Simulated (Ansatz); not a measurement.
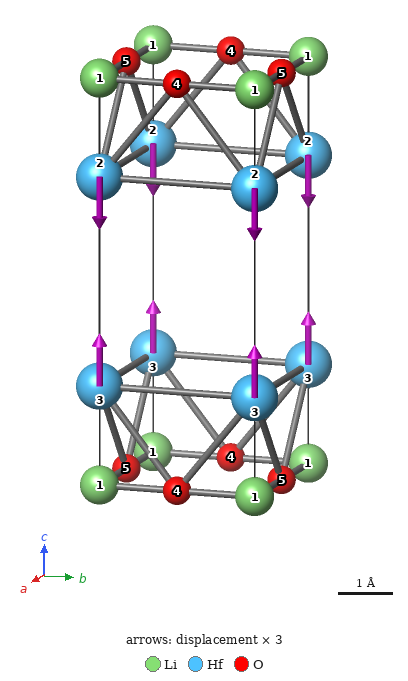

This is a relaxation of solid LiHf2O2 (a generated structure, set up in P4/mmm) (coarse preliminary run). The starting structure is drawn; purple arrows show the displacements (the part carried along by the change of the cell is left out), 3 times their true length.

Style: ball-and-stick. Shown: the cell of the calculation, slightly off an axis.

The calculation used DFT PBE, scalar-relativistic, plane waves, PAW (Ansatz). (plane-wave cutoff 420 eV; k-point mesh 6 × 6 × 2; occupations gaussian; smearing width 0.1 eV; no spin polarisation; cell and atoms relaxed; force threshold 0.04 eV/Å; at most 70 steps)

Question: Which element moves most?

Answer: Hafnium: up to 0.34 Å, against 0.00 Å for lithium.

Question: What happened in the run?

Answer: The energy falls by 458 meV per atom in 6 accepted moves (8 points after the start). Largest force component: 3.2 eV/Å at the start, 0.0066 eV/Å at the end. Pressure: 24.72 GPa at the start and 0.25 GPa at the end. The SCF was repeated twice at an unchanged geometry on a basis and grid sized afresh for the cell, which shifted the energy by 15.3 meV per atom at most. The largest moves relative to the cell, 0.34 Å, are those of Hf2 and Hf3. Hf3 goes along +c. Li and O stay in place. Cell: a = b 3.065 → 3.397 Å (+10.8 %), c 7.778 → 6.900 Å (−11.3 %). Volume +9.0 %. Among the contacts that change: Hf2–Hf3 3.995 → 2.868 Å, Hf2–Hf2 3.065 → 3.397 Å, Hf2–O4 2.434 → 2.636 Å, Li1–O4 1.533 → 1.699 Å. New bonds form: Hf2–Hf3 (4.00 → 2.87 Å). Among the angles between lasting bonds that change: Hf2–O4–Hf2 78.0° → 80.2°, Hf2–O4–Hf3 102.0° → 99.8°. The space group stays P4/mmm (No. 123).

Limits of the set-up: the k-point mesh is coarse for a cell with partly filled bands; layers or molecules are held without a dispersion correction, so their spacing is unreliable.
